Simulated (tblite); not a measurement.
# C3H10SSi2: saddle-point search

- system: C3H10SSi2, SMILES C=CC[SiH2]S[SiH3]
- method: GFN2-xTB saddle search (eigenvector following) and harmonic vibrations, gas phase (tblite 0.8.0)

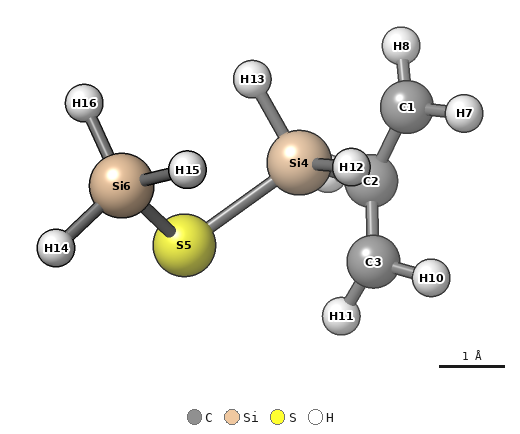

The starting structure (ball-and-stick view, seen at a tilt; atoms are numbered from 1 in the order of the input).

Input file
```
{"job": {"xc": "GFN2-xTB", "basis": "xTB", "kind": "saddle"}, "charge": 0, "multiplicity": 1}
C     -2.134506    -0.037942     0.979372
C     -1.929995    -0.672796    -0.236245
C     -1.526994     0.054294    -1.380233
Si    -0.082685     0.102119     0.235764
S      1.547554    -0.582568    -1.049467
Si     3.217912     0.151682     0.052746
H     -2.529649     0.962645     0.982889
H     -2.386832    -0.626445     1.844771
H     -1.838507    -1.749467    -0.250022
H     -1.952547     1.033113    -1.532958
H     -1.321440    -0.493434    -2.284078
H     -0.089601     1.545807     0.343756
H      0.373141    -0.580598     1.471756
H      4.328604     0.039714    -0.874102
H      2.918140     1.520664     0.453123
H      3.407406    -0.666787     1.242927
```

The first line tells a small driver script what to run in tblite; the rest is the geometry in Å.

Hardware: 1 CPU thread, shared host.

Command:
```bash
OMP_NUM_THREADS=1 python <driver script> task.json out
```

Output
```
step      E/eV     max force
  0    -494.91779   0.4247
  1    -494.90595   0.2081
  2    -494.90448   0.1053
  3    -494.90401   0.1498
  4    -494.90420   0.0977
  5    -494.90491   0.0404
  6    -494.90571   0.0604
  7    -494.90602   0.0070
  8    -494.90612   0.0168
  9    -494.90621   0.0515
 10    -494.90628   0.0095
 11    -494.90636   0.0175
 12    -494.90638   0.0017
lowest wavenumbers (cm-1): -369.6 35.3 65.2 71.6 101.8 182.6
```

Trajectory as extended XYZ (Å, eV, eV/Å), 12 frames, from step=0 to step=12
```
16
Properties=species:S:1:pos:R:3:forces:R:3 step=0 energy=-494.91779
C    -2.1345   -0.0379    0.9794   -0.3650  -0.0100   0.1400
C    -1.9300   -0.6728   -0.2362   -0.0010  -0.0050   0.0110
C    -1.5270    0.0543   -1.3802    0.2670   0.0050   0.2890
Si   -0.0827    0.1021    0.2358    0.1000   0.0250  -0.4120
S     1.5476   -0.5826   -1.0495    0.0210   0.0120   0.0080
Si    3.2179    0.1517    0.0527    0.0030  -0.0100   0.0060
H    -2.5296    0.9626    0.9829   -0.0120  -0.0040   0.0120
H    -2.3868   -0.6264    1.8448    0.0030  -0.0010  -0.0160
H    -1.8385   -1.7495   -0.2500    0.0030   0.0030  -0.0090
H    -1.9525    1.0331   -1.5330   -0.0030   0.0130   0.0030
H    -1.3214   -0.4934   -2.2841   -0.0050  -0.0170  -0.0130
H    -0.0896    1.5458    0.3438   -0.0020  -0.0060  -0.0010
H     0.3731   -0.5806    1.4718    0.0030  -0.0030   0.0010
H     4.3286    0.0397   -0.8741   -0.0030   0.0110  -0.0010
H     2.9181    1.5207    0.4531    0.0020   0.0030  -0.0280
H     3.4074   -0.6668    1.2429   -0.0090  -0.0160   0.0080
16
Properties=species:S:1:pos:R:3:forces:R:3 step=1 energy=-494.90595
C    -2.1281   -0.0579    0.9778   -0.1950   0.0100   0.0720
C    -1.9056   -0.6745   -0.2525   -0.0080   0.0020  -0.0030
C    -1.5305    0.0720   -1.3853    0.1290  -0.0120   0.1510
Si   -0.0895    0.1273    0.2666    0.0690   0.0260  -0.1910
S     1.5197   -0.6141   -1.0142    0.0080   0.0140   0.0200
Si    3.2108    0.1308    0.0507    0.0000  -0.0030   0.0020
H    -2.5664    0.9259    0.9909    0.0080  -0.0370   0.0050
H    -2.3691   -0.6688    1.8308    0.0040   0.0040  -0.0180
H    -1.7885   -1.7489   -0.2786    0.0020   0.0150  -0.0070
H    -1.9643    1.0501   -1.5197    0.0000   0.0010   0.0040
H    -1.3121   -0.4578   -2.2972   -0.0040  -0.0010   0.0000
H    -0.1073    1.5747    0.3175    0.0000  -0.0250   0.0000
H     0.3910   -0.4991    1.5269   -0.0050   0.0140  -0.0210
H     4.3093   -0.0078   -0.8877   -0.0060   0.0030   0.0040
H     2.9253    1.5125    0.4176    0.0040  -0.0070  -0.0190
H     3.4052   -0.6643    1.2564   -0.0050  -0.0040   0.0000
16
Properties=species:S:1:pos:R:3:forces:R:3 step=2 energy=-494.90448
C    -2.1292   -0.0850    0.9755   -0.0920   0.0050   0.0260
C    -1.8871   -0.6797   -0.2657   -0.0040   0.0190  -0.0020
C    -1.5323    0.0906   -1.3868    0.0550  -0.0220   0.0870
Si   -0.0959    0.1593    0.2835    0.0430   0.0010  -0.0680
S     1.4977   -0.6323   -0.9846    0.0020   0.0190   0.0300
Si    3.2100    0.1105    0.0495    0.0070   0.0110  -0.0030
H    -2.5969    0.8854    1.0015    0.0200  -0.0530   0.0000
H    -2.3543   -0.7159    1.8186    0.0080   0.0150  -0.0260
H    -1.7430   -1.7511   -0.3062   -0.0020   0.0380  -0.0030
H    -1.9860    1.0624   -1.5051    0.0080  -0.0190   0.0050
H    -1.3043   -0.4214   -2.3072   -0.0080   0.0100   0.0130
H    -0.1308    1.6073    0.3014    0.0000  -0.0290   0.0010
H     0.4049   -0.4090    1.5680   -0.0190   0.0240  -0.0520
H     4.2989   -0.0727   -0.8944   -0.0220   0.0040   0.0220
H     2.9507    1.5085    0.3771    0.0080  -0.0320  -0.0180
H     3.3976   -0.6571    1.2748   -0.0040   0.0080  -0.0120
16
Properties=species:S:1:pos:R:3:forces:R:3 step=3 energy=-494.90401
C    -2.1214   -0.1135    0.9772   -0.0170  -0.0030  -0.0050
C    -1.8763   -0.6817   -0.2787   -0.0040   0.0120   0.0010
C    -1.5357    0.1106   -1.3853   -0.0050  -0.0080   0.0190
Si   -0.0995    0.1735    0.2955    0.0040  -0.0170  -0.0090
S     1.4832   -0.6395   -0.9678    0.0020   0.0030  -0.0010
Si    3.2053    0.1049    0.0472    0.0690   0.0610   0.0340
H    -2.6076    0.8462    1.0229    0.0080  -0.0270   0.0000
H    -2.3347   -0.7655    1.8073    0.0080   0.0180  -0.0280
H    -1.7177   -1.7497   -0.3388   -0.0010   0.0200  -0.0010
H    -1.9964    1.0815   -1.4829    0.0060  -0.0160   0.0030
H    -1.3066   -0.3809   -2.3166   -0.0050   0.0090   0.0180
H    -0.1432    1.6197    0.3017    0.0000   0.0080   0.0000
H     0.4145   -0.3682    1.5829    0.0020   0.0040   0.0040
H     4.3003   -0.1706   -0.8741   -0.0880   0.0240   0.0830
H     2.9891    1.5336    0.2888    0.0260  -0.1450  -0.0270
H     3.3467   -0.6004    1.3207   -0.0050   0.0580  -0.0910
16
Properties=species:S:1:pos:R:3:forces:R:3 step=4 energy=-494.90420
C    -2.1260   -0.1336    0.9730    0.0150  -0.0300  -0.0130
C    -1.8644   -0.6868   -0.2844    0.0110   0.0170   0.0110
C    -1.5344    0.1225   -1.3849   -0.0130   0.0040   0.0320
Si   -0.1030    0.2056    0.2920    0.0170  -0.0250   0.0340
S     1.4713   -0.6580   -0.9472   -0.0100   0.0170   0.0300
Si    3.2064    0.0828    0.0501   -0.0210  -0.0120  -0.0050
H    -2.6248    0.8184    1.0279    0.0110  -0.0180  -0.0010
H    -2.3191   -0.7944    1.8008    0.0050   0.0240  -0.0230
H    -1.6834   -1.7514   -0.3525   -0.0070   0.0440   0.0040
H    -2.0218    1.0822   -1.4757    0.0200  -0.0390   0.0030
H    -1.3047   -0.3598   -2.3207   -0.0040   0.0050   0.0090
H    -0.1654    1.6528    0.2796    0.0020  -0.0170   0.0040
H     0.4240   -0.2722    1.6093   -0.0390   0.0170  -0.0880
H     4.2889   -0.1881   -0.8764    0.0130  -0.0060  -0.0140
H     2.9912    1.5016    0.2946    0.0000   0.0290  -0.0010
H     3.3652   -0.6216    1.3145    0.0020  -0.0090   0.0190
16
Properties=species:S:1:pos:R:3:forces:R:3 step=5 energy=-494.90491
C    -2.1221   -0.1069    0.9753    0.0080  -0.0110  -0.0020
C    -1.8783   -0.6790   -0.2788   -0.0050   0.0030   0.0020
C    -1.5320    0.1086   -1.3859   -0.0040   0.0020   0.0040
Si   -0.0974    0.1653    0.2981    0.0210  -0.0030   0.0170
S     1.4842   -0.6592   -0.9619   -0.0050   0.0140   0.0250
Si    3.2027    0.1053    0.0458   -0.0340  -0.0170   0.0130
H    -2.6032    0.8545    1.0184   -0.0020  -0.0010   0.0010
H    -2.3397   -0.7559    1.8057    0.0020   0.0030  -0.0080
H    -1.7260   -1.7476   -0.3368    0.0000   0.0040   0.0000
H    -1.9859    1.0822   -1.4852    0.0030  -0.0060   0.0020
H    -1.3058   -0.3857   -2.3158    0.0000   0.0020   0.0020
H    -0.1340    1.6128    0.2974    0.0020  -0.0120   0.0010
H     0.4135   -0.3703    1.5926   -0.0120   0.0110  -0.0370
H     4.2923   -0.1357   -0.8789    0.0260  -0.0110  -0.0250
H     2.9628    1.5179    0.3041   -0.0020   0.0270  -0.0020
H     3.3688   -0.6063    1.3059    0.0020  -0.0050   0.0080
16
Properties=species:S:1:pos:R:3:forces:R:3 step=6 energy=-494.90571
C    -2.1208   -0.1291    0.9767    0.0000  -0.0030  -0.0040
C    -1.8747   -0.6810   -0.2855    0.0000   0.0040   0.0000
C    -1.5336    0.1253   -1.3815   -0.0030  -0.0020   0.0040
Si   -0.0986    0.1696    0.2999    0.0010   0.0010   0.0030
S     1.4805   -0.6545   -0.9596   -0.0010   0.0020   0.0030
Si    3.2019    0.1079    0.0428    0.0370   0.0150   0.0140
H    -2.6074    0.8287    1.0355    0.0020  -0.0050   0.0000
H    -2.3306   -0.7913    1.7985    0.0010   0.0030  -0.0050
H    -1.7148   -1.7475   -0.3590   -0.0010   0.0060   0.0000
H    -1.9960    1.0963   -1.4665    0.0020  -0.0050   0.0010
H    -1.3078   -0.3548   -2.3191   -0.0010   0.0020   0.0040
H    -0.1410    1.6166    0.3125    0.0000  -0.0030   0.0000
H     0.4163   -0.3653    1.5913   -0.0020   0.0010  -0.0050
H     4.3012   -0.2239   -0.8495   -0.0440   0.0140   0.0390
H     3.0064    1.5442    0.2180    0.0110  -0.0580  -0.0080
H     3.3188   -0.5410    1.3453   -0.0030   0.0280  -0.0470
16
Properties=species:S:1:pos:R:3:forces:R:3 step=7 energy=-494.90602
C    -2.1222   -0.1313    0.9755    0.0000  -0.0010  -0.0010
C    -1.8749   -0.6802   -0.2872    0.0000   0.0010   0.0000
C    -1.5304    0.1285   -1.3806   -0.0010  -0.0010   0.0010
Si   -0.0987    0.1676    0.3025    0.0000   0.0000   0.0000
S     1.4793   -0.6658   -0.9515    0.0000   0.0010   0.0010
Si    3.2012    0.1079    0.0413   -0.0010   0.0040   0.0050
H    -2.6071    0.8272    1.0363    0.0000  -0.0010   0.0000
H    -2.3332   -0.7949    1.7957    0.0000   0.0000  -0.0010
H    -1.7160   -1.7466   -0.3631    0.0000   0.0010   0.0000
H    -1.9922    1.0997   -1.4642    0.0000   0.0000   0.0000
H    -1.3049   -0.3500   -2.3191    0.0000   0.0010   0.0010
H    -0.1383    1.6146    0.3154    0.0000   0.0000   0.0000
H     0.4133   -0.3646    1.5961    0.0000  -0.0010   0.0000
H     4.2968   -0.2250   -0.8502    0.0010  -0.0010   0.0010
H     3.0029    1.5423    0.2071    0.0020  -0.0060  -0.0030
H     3.3245   -0.5297    1.3459   -0.0020   0.0030  -0.0050
16
Properties=species:S:1:pos:R:3:forces:R:3 step=8 energy=-494.90612
C    -2.1222   -0.1349    0.9757    0.0000   0.0000   0.0000
C    -1.8747   -0.6800   -0.2885    0.0000   0.0000   0.0000
C    -1.5300    0.1317   -1.3795    0.0000   0.0000   0.0000
Si   -0.0985    0.1662    0.3037    0.0000   0.0000   0.0000
S     1.4790   -0.6668   -0.9510    0.0000   0.0000  -0.0010
Si    3.2006    0.1097    0.0398    0.0110   0.0020   0.0020
H    -2.6068    0.8236    1.0393    0.0000  -0.0010   0.0000
H    -2.3331   -0.8008    1.7940    0.0000   0.0000   0.0000
H    -1.7159   -1.7462   -0.3675    0.0000   0.0000   0.0000
H    -1.9918    1.1032   -1.4603    0.0000   0.0000   0.0000
H    -1.3047   -0.3440   -2.3193    0.0000   0.0010   0.0000
H    -0.1376    1.6132    0.3200    0.0000  -0.0010   0.0000
H     0.4132   -0.3682    1.5967    0.0000  -0.0010   0.0000
H     4.2988   -0.2403   -0.8433   -0.0120   0.0040   0.0110
H     3.0092    1.5472    0.1877    0.0030  -0.0120  -0.0020
H     3.3145   -0.5135    1.3526   -0.0020   0.0070  -0.0110
16
Properties=species:S:1:pos:R:3:forces:R:3 step=9 energy=-494.90621
C    -2.1218   -0.1474    0.9762    0.0000   0.0000  -0.0020
C    -1.8750   -0.6786   -0.2939    0.0010   0.0020  -0.0010
C    -1.5265    0.1449   -1.3753   -0.0020  -0.0020   0.0020
Si   -0.0968    0.1564    0.3091   -0.0010   0.0010   0.0010
S     1.4783   -0.6785   -0.9470    0.0010   0.0020   0.0020
Si    3.1970    0.1169    0.0335    0.0200   0.0150   0.0220
H    -2.6028    0.8120    1.0511    0.0010  -0.0020   0.0000
H    -2.3342   -0.8220    1.7870    0.0000   0.0010  -0.0020
H    -1.7193   -1.7444   -0.3851    0.0000   0.0030   0.0000
H    -1.9861    1.1185   -1.4452    0.0010  -0.0020   0.0010
H    -1.3034   -0.3210   -2.3206    0.0000   0.0010   0.0020
H    -0.1306    1.6035    0.3385    0.0000  -0.0020   0.0000
H     0.4122   -0.3875    1.5996    0.0000   0.0000  -0.0010
H     4.3023   -0.2916   -0.8165   -0.0250   0.0100   0.0230
H     3.0283    1.5645    0.1110    0.0060  -0.0460  -0.0010
H     3.2784   -0.4457    1.3778   -0.0020   0.0210  -0.0470
16
Properties=species:S:1:pos:R:3:forces:R:3 step=10 energy=-494.90628
C    -2.1224   -0.1408    0.9758    0.0000   0.0000   0.0010
C    -1.8751   -0.6791   -0.2912    0.0000   0.0000   0.0000
C    -1.5277    0.1383   -1.3772    0.0000   0.0000   0.0000
Si   -0.0977    0.1606    0.3069    0.0000   0.0000   0.0000
S     1.4786   -0.6739   -0.9481    0.0000   0.0000  -0.0010
Si    3.1988    0.1137    0.0362   -0.0030  -0.0040  -0.0040
H    -2.6048    0.8183    1.0448    0.0000   0.0010   0.0000
H    -2.3347   -0.8109    1.7903    0.0000  -0.0010   0.0010
H    -1.7184   -1.7451   -0.3762    0.0000  -0.0010   0.0000
H    -1.9878    1.1110   -1.4528    0.0000   0.0010   0.0000
H    -1.3033   -0.3327   -2.3197    0.0000   0.0000  -0.0010
H    -0.1335    1.6076    0.3298    0.0000   0.0000   0.0000
H     0.4120   -0.3789    1.5987    0.0000   0.0000   0.0000
H     4.2999   -0.2642   -0.8298    0.0040  -0.0020  -0.0040
H     3.0179    1.5547    0.1494   -0.0010   0.0090   0.0000
H     3.2981   -0.4786    1.3631    0.0000  -0.0030   0.0090
16
Properties=species:S:1:pos:R:3:forces:R:3 step=12 energy=-494.90638
C    -2.1221   -0.1486    0.9764    0.0000   0.0000   0.0000
C    -1.8753   -0.6784   -0.2942    0.0000   0.0000   0.0000
C    -1.5263    0.1461   -1.3745    0.0000   0.0000   0.0000
Si   -0.0968    0.1549    0.3099    0.0000   0.0000   0.0000
S     1.4785   -0.6777   -0.9475    0.0000   0.0000   0.0000
Si    3.1971    0.1185    0.0323   -0.0010   0.0000   0.0000
H    -2.6028    0.8109    1.0521    0.0000   0.0000   0.0000
H    -2.3351   -0.8240    1.7863    0.0000   0.0000   0.0000
H    -1.7201   -1.7441   -0.3866    0.0000   0.0000   0.0000
H    -1.9853    1.1199   -1.4434    0.0000   0.0000   0.0000
H    -1.3030   -0.3188   -2.3203    0.0000   0.0000   0.0000
H    -0.1302    1.6019    0.3416    0.0000   0.0000   0.0000
H     0.4118   -0.3919    1.5992    0.0000   0.0000   0.0000
H     4.3028   -0.2978   -0.8103    0.0010  -0.0010  -0.0010
H     3.0334    1.5646    0.1014    0.0000   0.0010   0.0000
H     3.2734   -0.4355    1.3775    0.0000   0.0000   0.0010
```

Summary

| quantity | value |
| --- | --- |
| outcome | converged |
| total energy | −494.9064 eV |
| point group | C1 |
| wall time | 10 s |
| peak memory | 0.19 GiB |
